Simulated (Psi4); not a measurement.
**BH2SO2 (SMILES OB(O)[S]): UB3LYP/6-31G(d) (Cartesian functions)**

What is the vertical ionisation energy of BH2SO2 at UB3LYP/6-31G* (Cartesian functions)? 

The results are computed with Psi4 1.11.

## 1. Starting point

The species is BH2SO2 (6 atoms), meant as a doublet with charge 0. SMILES: `OB(O)[S]`. The shape is that of a PBE0-D4/def2-TZVP optimisation. This is one conformer, not always the lowest.

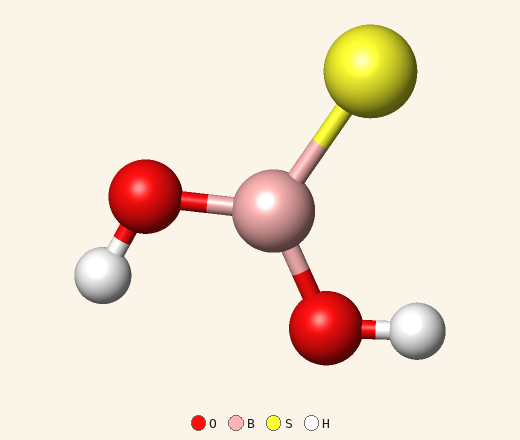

The structure, seen from a chosen angle (oxygen red, boron pink, sulfur yellow, hydrogen white).

## 2. Energy and gradient at UB3LYP/6-31G(d) (Cartesian functions)

calc.in

```
memory 1600 MB

molecule molecule1 {
  0 2
  O
  B 1 R2
  O 2 R3 1 A3
  S 2 R4 3 A4 1 D4
  H 1 R5 2 A5 3 D5
  H 3 R6 2 A6 1 D6

  R2 = 1.365325
  R3 = 1.355143
  A3 = 119.93493
  R4 = 1.820361
  A4 = 118.26205
  D4 = -179.99476
  R5 = 0.958904
  A5 = 115.34007
  D5 = -179.98907
  R6 = 0.962129
  A6 = 112.09256
  D6 = 0.00085
  symmetry c1
  no_reorient
  no_com
}

set reference uks
set puream false
set e_convergence 1e-09
set d_convergence 1e-08
set scf_type pk
set dft_radial_points 99
set dft_spherical_points 590
set maxiter 200

e, wfn = gradient("b3lyp/6-31G*", return_wfn=True)
```

Started as:

```sh
$ psi4 -n 1 calc.in calc.out
```

calc.out:

```text
[...]
  Running in c1 symmetry.
[...]
  Nuclear repulsion =  137.893537301991046
[...]
  Multiplicity = 2
[...]
  Nalpha       = 20
  Nbeta        = 19
[...]
    Number of basis functions: 68
[...]
   @UKS iter   1:  -574.52253317408622   -2.67752e-01   1.19879e-02 DIIS/ADIIS
[...]
   @UKS iter  14:  -574.77351729430200   -6.02540e-12   7.63534e-09 DIIS
[...]
   @S^2 Observed:                7.525768553E-01
[...]
    Orbital Energies [Eh]
    ---------------------
    Alpha Occupied:
       1A    -88.889934     2A    -19.180248     3A    -19.169070
       4A     -7.953383     5A     -6.822285     6A     -5.924995
       7A     -5.912258     8A     -5.907513     9A     -1.055692
      10A     -1.023127    11A     -0.728441    12A     -0.581876
      13A     -0.554216    14A     -0.435997    15A     -0.404546
      16A     -0.382587    17A     -0.343266    18A     -0.332364
      19A     -0.306458    20A     -0.270366
    Alpha Virtual:
      21A      0.055121    22A      0.058756    23A      0.077388
      24A      0.122794    25A      0.232388    26A      0.240974
[...]
  @UKS Final Energy:  -574.77351729430200
   => Energetics <=
    Nuclear Repulsion Energy =            137.8935373019910458
    One-Electron Energy =               -1065.8680536753518027
    Two-Electron Energy =                 391.7381605047528979
    DFT Exchange-Correlation Energy =     -38.5371614256940589
    Empirical Dispersion Energy =           0.0000000000000000
    VV10 Nonlocal Energy =                  0.0000000000000000
    Total Energy =                       -574.7735172943019961
[...]
 Multipole Moments:
 ------------------------------------------------------------------------------------
     Multipole            Electronic (a.u.)      Nuclear  (a.u.)        Total (a.u.)
 ------------------------------------------------------------------------------------
 L = 1.  Multiply by 2.5417464519 to convert [e a0] to [Debye]
 Dipole X            :         -0.0000436            0.0001107            0.0000671
 Dipole Y            :          1.1629787           -1.3324301           -0.1694514
 Dipole Z            :          0.9587795           -1.7868343           -0.8280548
 Magnitude           :                                                    0.8452151
[...]
  -Total Gradient:
     Atom            X                  Y                   Z
    ------   -----------------  -----------------  -----------------
       1        0.000002575713     0.007638806893     0.001689425341
       2       -0.000008462058     0.002486569257     0.002232503961
       3        0.000003725885    -0.002013757029    -0.008518387482
       4        0.000001631664    -0.006126648633    -0.004195130744
       5        0.000000268008    -0.007288764453     0.003290038268
       6        0.000000241489     0.005308395768     0.005504627999
[...]
```

Run time: 19 s. Hardware: 1 thread of INTEL XEON PLATINUM 8581C at 2.10GHz (Emerald Rapids), shared host; peak memory 0.84 GiB.

## 3. The singlet cation: a single-point energy at B3LYP/6-31G(d) (Cartesian functions)

job.py

```python
import psi4

psi4.set_memory(1600000000)
psi4.set_num_threads(1)
psi4.core.set_output_file('psi4.out', False)

m = psi4.geometry("""
1 1
O      0.31520632     1.98099990    -0.72111949
B     -0.24906590    -0.44276283    -0.04006219
O      1.14347328    -1.62251885     1.75631146
S     -2.84838419    -2.17299607    -1.48343501
H     -0.74927641     2.69437151    -2.00235380
H      2.46798232    -0.55822510     2.40335369
units au
symmetry c1
""")

psi4.set_options({
    'basis': '6-31G*',
    'reference': 'rks',
    'puream': False,
    'e_convergence': 1e-09,
    'd_convergence': 1e-08,
    'scf_type': 'pk',
    'dft_radial_points': 99,
    'dft_spherical_points': 590,
})

E, wfn = psi4.energy('b3lyp', return_wfn=True)
print(f'b3lyp energy: {E:.10f} Eh')
```

Started as:

```sh
$ python job.py
```

psi4.out:

```text
[...]
  Running in c1 symmetry.
[...]
  Nuclear repulsion =  137.893531538266018
[...]
  Multiplicity = 1
[...]
  Nalpha       = 19
  Nbeta        = 19
[...]
    Number of basis functions: 68
[...]
   @RKS iter   1:  -574.09304552362710    1.61735e-01   1.19584e-02 DIIS/ADIIS
[...]
   @RKS iter  16:  -574.35842354161161   -3.97904e-12   7.06834e-09 DIIS
[...]
    Orbital Energies [Eh]
    ---------------------
    Doubly Occupied:
       1A    -89.255461     2A    -19.436818     3A    -19.392114
       4A     -8.311433     5A     -7.076727     6A     -6.286256
       7A     -6.267749     8A     -6.261944     9A     -1.293934
      10A     -1.246378    11A     -1.023099    12A     -0.817424
      13A     -0.780701    14A     -0.694616    15A     -0.640985
      16A     -0.611894    17A     -0.597710    18A     -0.564338
      19A     -0.548734
[...]
  @RKS Final Energy:  -574.35842354161161
   => Energetics <=
    Nuclear Repulsion Energy =            137.8935315382660178
    One-Electron Energy =               -1054.9667881259074420
    Two-Electron Energy =                 380.9493746164148433
    DFT Exchange-Correlation Energy =     -38.2345415703849412
    Empirical Dispersion Energy =           0.0000000000000000
    VV10 Nonlocal Energy =                  0.0000000000000000
    Total Energy =                       -574.3584235416116144
[...]
 Multipole Moments:
 ------------------------------------------------------------------------------------
     Multipole            Electronic (a.u.)      Nuclear  (a.u.)        Total (a.u.)
 ------------------------------------------------------------------------------------
 L = 1.  Multiply by 2.5417464519 to convert [e a0] to [Debye]
 Dipole X            :         -1.9796449            1.3946084           -0.5850365
 Dipole Y            :         -1.3561795            1.6910489            0.3348694
 Dipole Z            :         -1.0808424            0.4044368           -0.6764056
 Magnitude           :                                                    0.9549501
[...]
```

The script printed:

```text
b3lyp energy: -574.3584235416 Eh
```

Wall time 11 s (1 thread of INTEL XEON PLATINUM 8581C at 2.10GHz (Emerald Rapids), shared host); peak memory 0.83 GiB.

## 4. Results

At UB3LYP/6-31G* (Cartesian functions):

| quantity | value |
| --- | --- |
| doublet BH2SO2: total energy | -574.77352 Eh |
| doublet BH2SO2: dipole moment | 2.15 D |
| doublet BH2SO2: HOMO energy (highest over α and β) | -6.99 eV |
| doublet BH2SO2: LUMO energy (lowest over α and β) | -4.66 eV |
| doublet BH2SO2: ⟨S²⟩ | 0.753 |
| doublet BH2SO2: largest force on an atom | 0.450 eV/Å |
| singlet cation: total energy | -574.35842 Eh |
| singlet cation: HOMO energy | -14.93 eV |
| singlet cation: LUMO energy | -14.08 eV |
| singlet cation: HOMO–LUMO gap | 0.85 eV |
| vertical ionisation energy (to the singlet cation) | 11.295 eV |

The vertical ionisation energy comes to 11.30 eV (260 kcal/mol). The largest force (doublet BH2SO2) is 0.45 eV/Å: the shape isn't a stationary point for this species at this level. Only the singlet of the ionised species was computed; a triplet could lie lower.
